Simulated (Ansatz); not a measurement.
## Fields on a plane of ScCo (CsCl type)

```
ScCo
1.0
    3.07157     0.00000     0.00000
    0.00000     3.07157     0.00000
    0.00000     0.00000     3.07157
Sc Co
1 1
Direct
  0.50000   0.50000   0.50000
  0.00000   0.00000   0.00000
```

The slice is a {100} plane (indices of the conventional cell) through the point (0.000, 0.000, 0.000) (fractional), spanned by u = [100] and v = [010] in vectors of this cell: u (3.07 Å) and v (3.07 Å, at 90° to u). It covers one period; positions are fractions (u, v).

Atoms on it: Co at (0.00, 0.00).

Method: PBEsol (plane waves to 420 eV, PAW, scalar-relativistic; Ansatz, a quantum-chemistry and plane-wave program). k mesh 15×15×15. These are valence fields of a PAW run, semicore shells included where kept as valence: close to a nucleus they are smooth pseudo fields. ScCo is run without spin polarisation. ScCo was relaxed with its symmetry unable to fall.

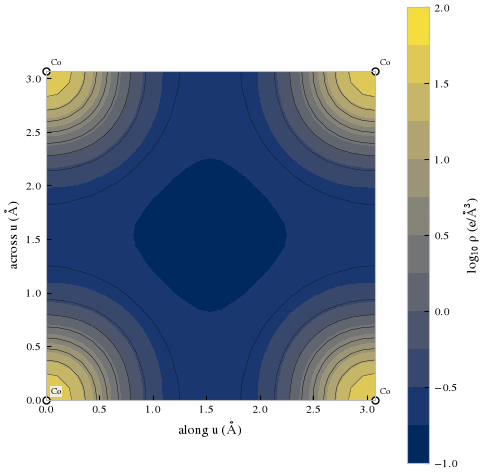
Figure: Log₁₀ of the valence density in e/Å³, one period of the plane, atoms marked. The scale is logarithmic, as a density can span decades between atoms and voids.

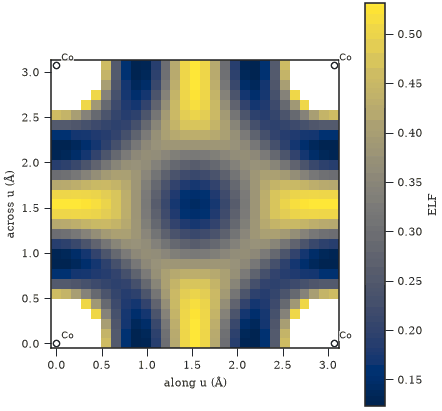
Fig. 1. Electron localisation function (ELF), one period of the plane, atoms marked. Points within 0.5 Å of a nucleus are left white, as the pseudised field means little there.
